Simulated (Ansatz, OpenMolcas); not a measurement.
**How methods differ on [BH3]− (SMILES [BH3-])**

The species is [BH3]− (4 atoms), meant as a doublet with charge -1. SMILES: `[BH3-]`. The coordinates come from a GFN2-xTB relaxation.

Quantity: the vertical energy of the quartet above the doublet, in eV. The values are calculated.

| level | kind | program | value (eV) | less CCSDT/6-31G* |
| --- | --- | --- | --- | --- |
| UHF/6-31G* (spherical functions) | Hartree–Fock | Ansatz | 9.34 | -0.30 |
| USVWN5/6-31G* (spherical functions) | LDA | Ansatz | 9.33 | -0.31 |
| U-revPBE/6-31G* (spherical functions) | GGA | Ansatz | 9.30 | -0.34 |
| U-r2SCAN/6-31G* (spherical functions) | meta-GGA | Ansatz | 9.39 | -0.25 |
| UB3LYP/6-31G* (spherical functions) | global hybrid | Ansatz | 9.65 | +0.01 |
| U-wB97M-V/6-31G* (spherical functions) | range-separated hybrid | Ansatz | 9.83 | +0.19 |
| UB2PLYP/6-31G* (spherical functions) | double hybrid | Ansatz | 9.75 | +0.11 |
| UCCSDT/6-31G* (spherical functions) | coupled cluster or CI | Ansatz | 9.64 | 0.00 |
| FCI/STO-3G | exact in the basis | OpenMolcas | 15.13 | +5.49 |

Differences are taken from UCCSDT/6-31G* (spherical functions) for orientation; it has basis-set and higher-order errors of its own. Sets without diffuse functions describe the anion poorly. The values span 9.30 to 15.13 eV. High-level rows in very small sets aren't better than simpler rows in larger ones.

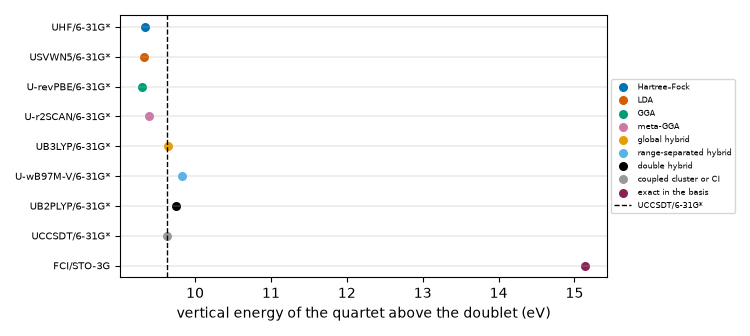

The values of the table, level by level.
